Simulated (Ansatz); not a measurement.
Band structure of SiRu (Pm-3m, 2 atoms in the cell).

```
CELL_PARAMETERS angstrom
      2.91612     0.00000     0.00000
      0.00000     2.91612     0.00000
      0.00000     0.00000     2.91612
ATOMIC_POSITIONS crystal
  Si 0.50000 0.50000 0.50000
  Ru 0.00000 0.00000 0.00000
```

Method: LDA (PW92), default PAW files made with PBE (plane waves; Ansatz, a program for electronic structure).

Settings: basis.ecutwfc = 30.9 Ry; kpoints.mp_grid.grid = 8 8 8; hamiltonian.xc = lda; hamiltonian.pseudopotentials = {kind: paw} (the program's default PAW files); scf.occupations.method = fermi_dirac; scf.occupations.width = 0.0073 Ry; kpoints.band_path.npoints = 8.

The starting cell comes from a database of computed structures (which also holds hypothetical and non-ambient phases and stackings), without a prior relaxation at this level. Spin polarisation is off.

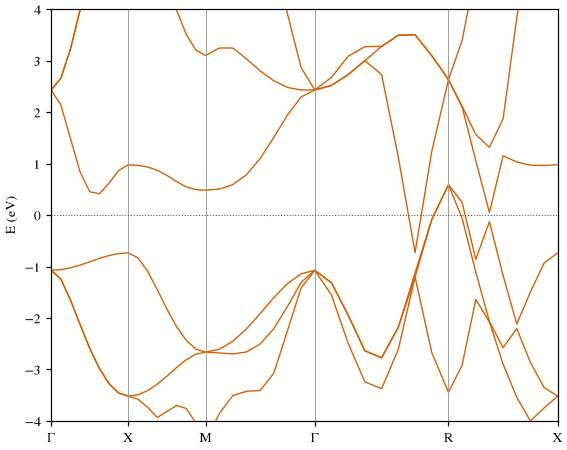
Figure. Bands along the path, energies from the Fermi level.

Levels in eV from the Fermi level, bands 7 to 13:
```csv
point,7,8,9,10,11,12,13
Γ,-5.34,-1.07,-1.07,-1.07,2.43,2.43,2.43
X,-4.37,-3.52,-3.52,-0.73,0.98,5.31,8.65
M,-4.40,-4.40,-2.66,-2.66,0.48,3.10,4.23
R,-7.27,-3.44,0.59,0.59,2.63,2.63,2.63
```

Bands cross the Fermi level along this path, so the cell is metallic at this level.

Keys are those of Ansatz 0.2.
